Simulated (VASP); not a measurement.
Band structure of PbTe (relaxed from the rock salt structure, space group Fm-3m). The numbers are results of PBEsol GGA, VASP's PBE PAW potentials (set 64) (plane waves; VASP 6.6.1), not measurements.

Unless said otherwise, spin-orbit coupling is left out, though it shifts the bands of the heavy elements here.

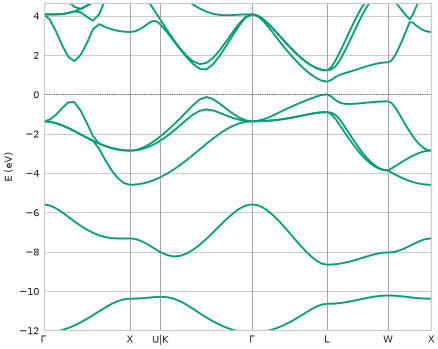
*Bands along high-symmetry lines, zero at the valence-band maximum or, without a gap, the Fermi level*

Task: Read the plot: is there a gap, and where are the band edges?

Result: The gap is direct, 0.65 eV, from the valence maximum at L to the conduction minimum at L. (Edges off the drawn lines would not show.)

The structure was generated: PbTe was put into the rock salt type (Fm-3m), which need not be its known phase. It was relaxed first, which changed the volume by +16 %.
